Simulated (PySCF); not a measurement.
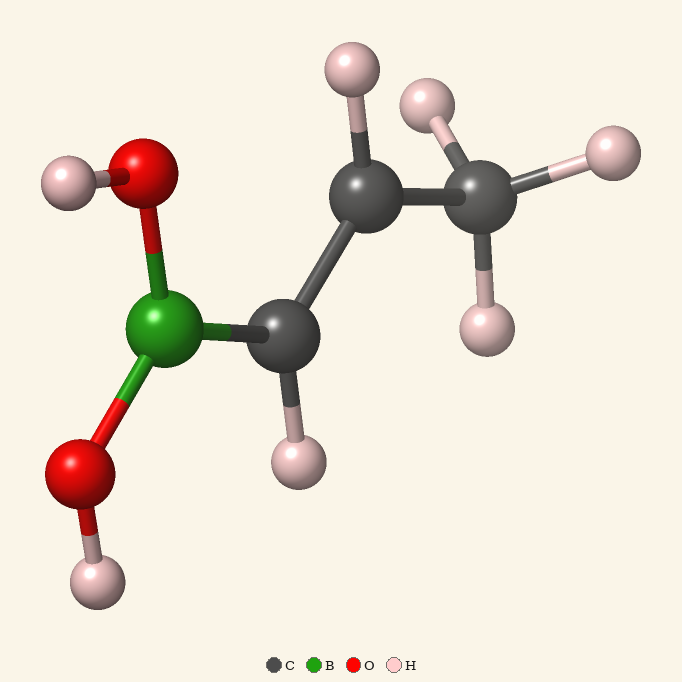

The picture shows a molecular structure as a ball-and-stick model. Every bond is drawn as one stick, whatever its order.

Computed geometry: GFN2-xTB optimisation. No frequency run is at hand to confirm it as a minimum.

**Count the atoms of each element.**

C3H7BO2, 13 atoms: 3 carbon, 7 hydrogen, 1 boron and 2 oxygen.

**Which point group does it belong to?**

Cs.

**How many bonds of each kind are drawn?**

5 C–H, 2 C–C, 2 B–O, 2 O–H, 1 C–B.

**Name functional groups in it.**

Among them: alkene.

The parts below concern this one geometry. Atoms keep their numbers from picture to picture.

### Core levels

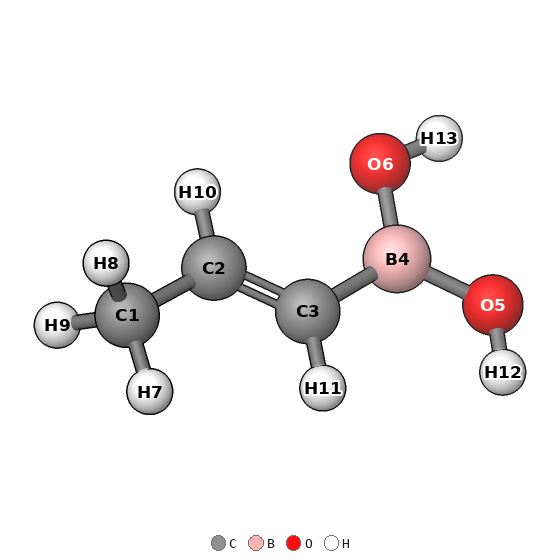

No frequency run is at hand to confirm it as a minimum. Method: delta-SCF UKS SCAN, pcX-2 on the ionised atom, pcseg-1 elsewhere, spin-free X2C (PySCF 2.14.0).

Give the core-electron binding energies (to vacuum) of C1 1s, C2 1s, C3 1s, B4 1s, O5 1s.

```tsv
atom	level	binding energy (eV)
C1	1s	290.7
C2	1s	290.4
C3	1s	289.6
B4	1s	196.8
O5	1s	538.8
```

### Excitation

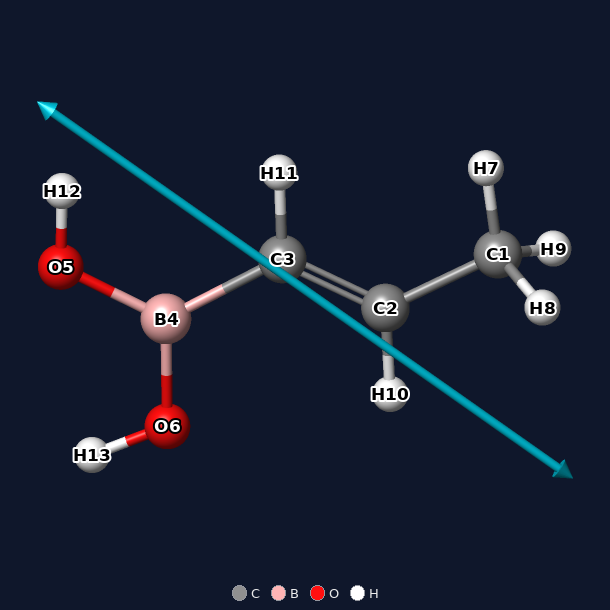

The double arrow shows the direction of the transition dipole to excited singlet state 6 (its length means nothing). No frequency run is at hand to confirm it as a minimum. Level of theory: TDDFT PBE0/def2-SVPD, vertical, gas phase, core orbitals frozen in the response (PySCF 2.14.0).

**How is the transition polarised?**

Nearly parallel to the B4–O5 bond.

**Where does the transition lie, and how strong is it?**

7.75 eV (160 nm), oscillator strength 0.069, mainly HOMO−2 → LUMO (weight 0.97); transition dipole 1.53 D.

### Polarisability

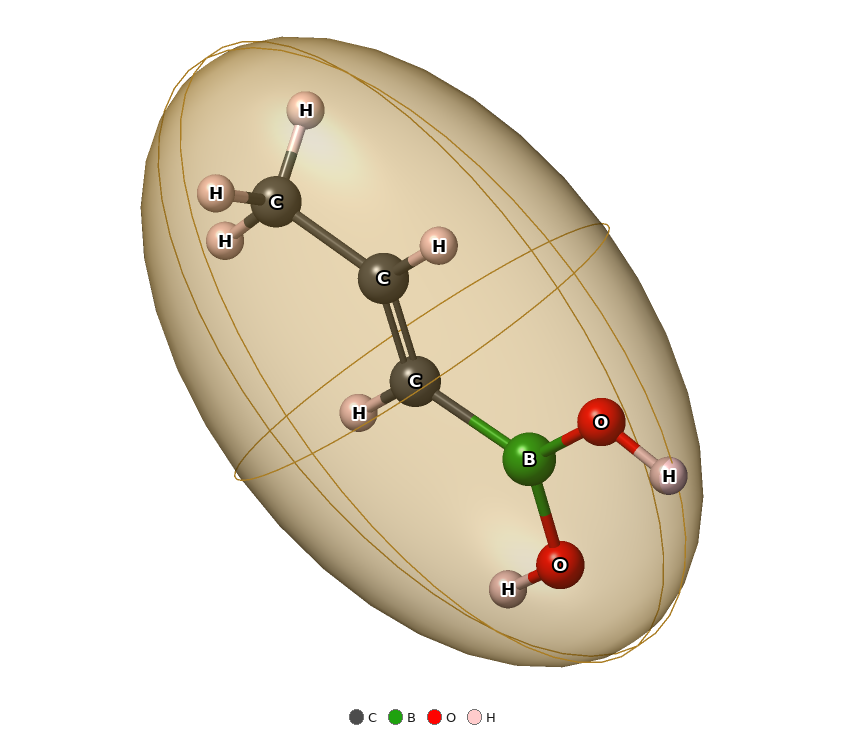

The ellipsoid shows the static dipole polarisability: its half-axes are proportional to the principal values. No frequency run is at hand to confirm it as a minimum. Computed with PBE0/def2-SVPD (PySCF 2.14.0).

**Give the principal values, the mean and the anisotropy.**

Principal values 43.2, 57.5, 81.3 bohr³; mean 60.6 bohr³ (8.98 Å³); anisotropy 33.3 bohr³, so the longest axis is 1.88 times the shortest.

The geometry is semi-empirical. Around B such bond lengths and angles can be off by a tenth of an ångström or more and by several degrees, and values that hang on the shape move with them.
